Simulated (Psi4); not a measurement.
# HF/STO-3G run of AlGeH4Cl (SMILES [Cl][AlH][GeH3])

Aim: the energy change on altering one bond length of AlGeH4Cl at HF/STO-3G, from 2 runs. 

The calculation is run with Psi4 1.11.

### 1 The structure to begin with

AlGeH4Cl has 7 atoms, charge 0, and is taken as a singlet. SMILES: `[Cl][AlH][GeH3]`. The shape is that of a PBE0-D4/def2-TZVP optimisation.

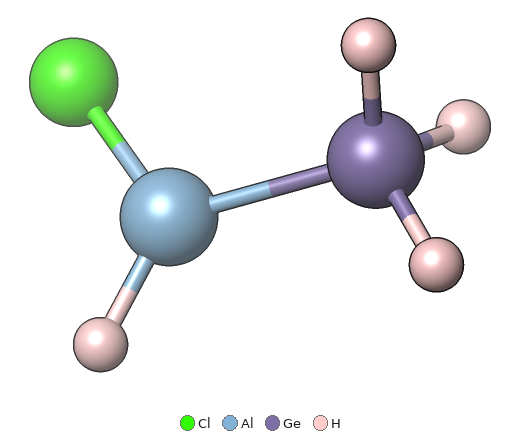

The structure, seen from a chosen angle (chlorine green, aluminium light blue, germanium purple, hydrogen pink).

### 2 Energy and gradient at HF/STO-3G

The input, run.py:

```python
import psi4

psi4.set_memory('2200 MB')
psi4.set_num_threads(1)
psi4.set_output_file('alclgeh4.out', False)

mol = psi4.geometry("""
0 1
Cl
Al 1 2.10235
Ge 2 2.467448 1 116.81684
H 2 1.57978 1 116.47063 3 -179.98333
H 3 1.539805 2 110.96145 4 120.14958
H 3 1.539731 5 107.15321 2 -121.30659
H 3 1.539797 6 107.61051 5 115.45923
symmetry c1
""")

psi4.set_options(dict(basis='STO-3G', puream=True, e_convergence=1e-09, d_convergence=1e-08, scf_type='pk'))

result, w = psi4.gradient('hf', molecule=mol, return_wfn=True)
print('gradient / Eh bohr^-1')
print(result.np.round(6))
print(f'energy = {w.energy():.10f} Eh')
```

Started as:

```console
$ python run.py
```

alclgeh4.out:

```text
[...]
  Running in c1 symmetry.
[...]
  Nuclear repulsion =  276.638634819285130
[...]
  Multiplicity = 1
[...]
  Nalpha       = 33
  Nbeta        = 33
[...]
    Number of basis functions: 40
[...]
   @RHF iter   1: -2747.35459978307745   -4.14290e+00   1.68592e-02 ADIIS/DIIS
[...]
   @RHF iter   9: -2747.78927623567415   -2.72848e-12   3.70506e-09 DIIS
[...]
    Orbital Energies [Eh]
    ---------------------
    Doubly Occupied:
       1A   -400.514359     2A   -103.578707     3A    -57.883222
       4A    -50.359960     5A    -45.423532     6A    -45.423517
       7A    -45.423454     8A    -10.277116     9A     -7.720083
      10A     -7.716253    11A     -7.715867    12A     -6.448222
      13A     -4.803640    14A     -4.489523    15A     -4.489394
      16A     -4.489334    17A     -3.031025    18A     -3.030468
      19A     -3.029655    20A     -0.961375    21A     -0.657328
      22A     -0.628777    23A     -0.628515    24A     -0.626325
      25A     -0.626210    26A     -0.624847    27A     -0.504242
      28A     -0.412970    29A     -0.407449    30A     -0.390881
      31A     -0.368552    32A     -0.367339    33A     -0.300079
[...]
  @RHF Final Energy: -2747.78927623567415
   => Energetics <=
    Nuclear Repulsion Energy =            276.6386348192851301
    One-Electron Energy =               -4402.1513832909931807
    Two-Electron Energy =                1377.7234722360333308
    Total Energy =                      -2747.7892762356741514
[...]
 Multipole Moments:
 ------------------------------------------------------------------------------------
     Multipole            Electronic (a.u.)      Nuclear  (a.u.)        Total (a.u.)
 ------------------------------------------------------------------------------------
 L = 1.  Multiply by 2.5417464519 to convert [e a0] to [Debye]
 Dipole X            :          0.0017822           -0.0013303            0.0004519
 Dipole Y            :         -5.1181754            5.3002252            0.1820498
 Dipole Z            :          4.4369461           -3.3100416            1.1269045
 Magnitude           :                                                    1.1415149
[...]
  -Total Gradient:
     Atom            X                  Y                   Z
    ------   -----------------  -----------------  -----------------
       1       -0.000001777716    -0.001591509186    -0.008429525657
       2        0.000013922987    -0.011240735756    -0.027873827285
       3        0.000057450388     0.013385845198    -0.004160759210
       4       -0.000015381525     0.040557569285     0.021964779317
       5       -0.033734752809    -0.022054398443    -0.011516017575
       6        0.033486784140    -0.022230676754    -0.011843955814
       7        0.000193754534     0.003173905747     0.041859306137
[...]
```

On the terminal:

```text
gradient / Eh bohr^-1
[[-2.0000e-06 -1.5920e-03 -8.4300e-03]
 [ 1.4000e-05 -1.1241e-02 -2.7874e-02]
 [ 5.7000e-05  1.3386e-02 -4.1610e-03]
 [-1.5000e-05  4.0558e-02  2.1965e-02]
 [-3.3735e-02 -2.2054e-02 -1.1516e-02]
 [ 3.3487e-02 -2.2231e-02 -1.1844e-02]
 [ 1.9400e-04  3.1740e-03  4.1859e-02]]
energy = -2747.7892762357 Eh
```

Run time: 3.3 s. Hardware: 1 thread of Intel Xeon Platinum 8259CL at 2.50GHz (Skylake/Cascade Lake), shared host; peak memory 0.2 GiB.

### 3 The distorted shape, same level

The input, input.json:

```json
{
  "schema_name": "qcschema_input",
  "schema_version": 1,
  "molecule": {
    "schema_name": "qcschema_molecule",
    "schema_version": 2,
    "symbols": ["Cl", "Al", "Ge", "H", "H", "H", "H"],
    "geometry": [-4.98564176, -3.53077752, -0.17239405, -1.06653875, -3.12921072, 0.34047763, 0.94694176, 1.81375913, -0.17631145, 0.45450181, -5.61854694, 0.97448074, 0.42651119, 2.87710802, -2.83440021, -0.27212056, 3.64036841, 1.73250091, 3.82423876, 1.88462386, 0.25152255],
    "molecular_charge": 0,
    "molecular_multiplicity": 1,
    "fix_symmetry": "c1"
  },
  "driver": "gradient",
  "model": {
    "method": "hf",
    "basis": "STO-3G"
  },
  "keywords": {
    "reference": "rhf",
    "puream": true,
    "e_convergence": 1e-09,
    "d_convergence": 1e-08,
    "scf_type": "pk",
    "scf_properties": ["LOWDIN_CHARGES", "WIBERG_LOWDIN_INDICES", "MULLIKEN_CHARGES"]
  }
}
```

Started as:

```console
$ psi4 --qcschema input.json -n 1 --memory 2200MB
```

stdout:

```text
[...]
  Running in c1 symmetry.
[...]
  Nuclear repulsion =  257.866592836434904
[...]
  Multiplicity = 1
[...]
  Nalpha       = 33
  Nbeta        = 33
[...]
    Number of basis functions: 40
[...]
   @RHF iter   1: -2747.25017250024939   -4.15066e+00   1.69498e-02 ADIIS/DIIS
[...]
   @RHF iter   9: -2747.74454947442882    0.00000e+00   2.32994e-09 DIIS
[...]
    Orbital Energies [Eh]
    ---------------------
    Doubly Occupied:
       1A   -400.497135     2A   -103.584191     3A    -57.884320
       4A    -50.342964     5A    -45.406733     6A    -45.406490
       7A    -45.406462     8A    -10.282265     9A     -7.725245
      10A     -7.721372    11A     -7.721009    12A     -6.433998
      13A     -4.806376    14A     -4.475372    15A     -4.475283
      16A     -4.474623    17A     -3.033185    18A     -3.032727
      19A     -3.031656    20A     -0.964759    21A     -0.639138
      22A     -0.614820    23A     -0.614680    24A     -0.611862
      25A     -0.611831    26A     -0.608777    27A     -0.505402
      28A     -0.403406    29A     -0.397222    30A     -0.393367
      31A     -0.371171    32A     -0.368134    33A     -0.263351
[...]
  @RHF Final Energy: -2747.74454947442882
   => Energetics <=
    Nuclear Repulsion Energy =            257.8665928364349043
    One-Electron Energy =               -4365.0036335791664897
    Two-Electron Energy =                1359.3924912683021375
    Total Energy =                      -2747.7445494744288226
[...]
 Multipole Moments:
 ------------------------------------------------------------------------------------
     Multipole            Electronic (a.u.)      Nuclear  (a.u.)        Total (a.u.)
 ------------------------------------------------------------------------------------
 L = 1.  Multiply by 2.5417464519 to convert [e a0] to [Debye]
 Dipole X            :          4.2507921           -3.1932353            1.0575569
 Dipole Y            :          6.1449158           -6.3761359           -0.2312200
 Dipole Z            :         -0.3823421            0.5772143            0.1948721
 Magnitude           :                                                    1.0999384
[...]
  Mulliken Charges: (a.u.)
   Center  Symbol    Alpha    Beta     Spin     Total
       1    CL     8.75073  8.75073  0.00000 -0.50146
       2    AL     6.05206  6.05206  0.00000  0.89587
       3    GE    15.88064 15.88064  0.00000  0.23873
       4     H     0.61515  0.61515  0.00000 -0.23031
       5     H     0.56691  0.56691  0.00000 -0.13381
       6     H     0.56687  0.56687  0.00000 -0.13374
       7     H     0.56764  0.56764  0.00000 -0.13528
   Total alpha = 33.00000, Total beta = 33.00000, Total charge = -0.00000
  Lowdin Charges: (a.u.)
[...]
  -Total Gradient:
     Atom            X                  Y                   Z
    ------   -----------------  -----------------  -----------------
       1       -0.008934868747    -0.000524655035    -0.001236189093
       2       -0.047656592720    -0.042251250784    -0.000066781646
       3        0.017754941240     0.036513132981    -0.003327288698
       4        0.023380911625    -0.037269725575     0.009577943734
       5       -0.007907557628     0.015480116573    -0.037789640027
       6       -0.017801460217     0.026281965540     0.026858120048
       7        0.041164626525     0.001770416362     0.005983835683
[...]
```

The result, in JSON:

```text
{
 "driver": "gradient",
 "model": {
  "method": "hf",
  "basis": "STO-3G"
 },
 "success": true,
 "return_result": [-0.008934868747279945, -0.000524655035105636, -0.0012361890925819442, -0.04765659272043425, -0.042251250783554996, -6.678164649246386e-05, 0.017754941240491477, 0.03651313298065441, -0.003327288697928161, 0.02338091162537699, -0.03726972557546668, 0.009577943733727702, -0.007907557628272145, 0.01548011657323882, -0.037789640027299565, -0.017801460216727877, 0.026281965540438934, 0.026858120047558165, 0.04116462652515948, 0.0017704163615744686, 0.005983835683188256],
 "properties": {
  "calcinfo_nbasis": 40,
  "calcinfo_nmo": 40,
  "calcinfo_nalpha": 33,
  "calcinfo_nbeta": 33,
  "calcinfo_natom": 7,
  "nuclear_repulsion_energy": 257.8665928364349,
  "return_energy": -2747.744549474429,
  "return_gradient": [-0.008934868747279945, -0.000524655035105636, -0.0012361890925819442, -0.04765659272043425, -0.042251250783554996, -6.678164649246386e-05, 0.017754941240491477, 0.03651313298065441, -0.003327288697928161, 0.02338091162537699, -0.03726972557546668, 0.009577943733727702, -0.007907557628272145, 0.01548011657323882, -0.037789640027299565, -0.017801460216727877, 0.026281965540438934, 0.026858120047558165, 0.04116462652515948, 0.0017704163615744686, 0.005983835683188256],
  "scf_one_electron_energy": -4365.0036335791665,
  "scf_two_electron_energy": 1359.3924912683021,
  "scf_dipole_moment": [1.057556870456935, -0.23122002188844526, 0.19487214989555124],
  "scf_total_energy": -2747.744549474429,
  "scf_total_gradient": [-0.008934868747279945, -0.000524655035105636, -0.0012361890925819442, -0.04765659272043425, -0.042251250783554996, -6.678164649246386e-05, 0.017754941240491477, 0.03651313298065441, -0.003327288697928161, 0.02338091162537699, -0.03726972557546668, 0.009577943733727702, -0.007907557628272145, 0.01548011657323882, -0.037789640027299565, -0.017801460216727877, 0.026281965540438934, 0.026858120047558165, 0.04116462652515948, 0.0017704163615744686, 0.005983835683188256],
  "scf_iterations": 9
 }
}
```

Run time: 3.3 s. Hardware: 1 thread of Intel Xeon Platinum 8259CL at 2.50GHz (Skylake/Cascade Lake), shared host; peak memory 0.2 GiB.

### 4 Outcome

Level: HF/STO-3G.

| quantity | value |
| --- | --- |
| first shape: total energy | -2747.78928 Eh |
| first shape: dipole moment | 2.90 D |
| first shape: HOMO energy | -8.17 eV |
| first shape: LUMO energy | 7.18 eV |
| first shape: HOMO–LUMO gap | 15.35 eV |
| first shape: largest force on an atom | 2.372 eV/Å |
| distorted shape: total energy | -2747.74455 Eh |
| distorted shape: dipole moment | 2.80 D |
| distorted shape: HOMO energy | -7.17 eV |
| distorted shape: LUMO energy | 6.46 eV |
| distorted shape: HOMO–LUMO gap | 13.63 eV |
| distorted shape: largest force on an atom | 3.275 eV/Å |
| energy change with the Al2–Ge3 bond stretched from 2.467 to 2.838 Å | 1.217 eV |

With the Al2–Ge3 bond stretched from 2.467 to 2.838 Å the energy rises by 1.22 eV (117 kJ/mol). The first shape isn't relaxed at this level, so the change isn't measured from a minimum. The minimal basis adds a large error of its own. The largest force (first shape) is 2.37 eV/Å: the shape isn't a stationary point for this species at this level.
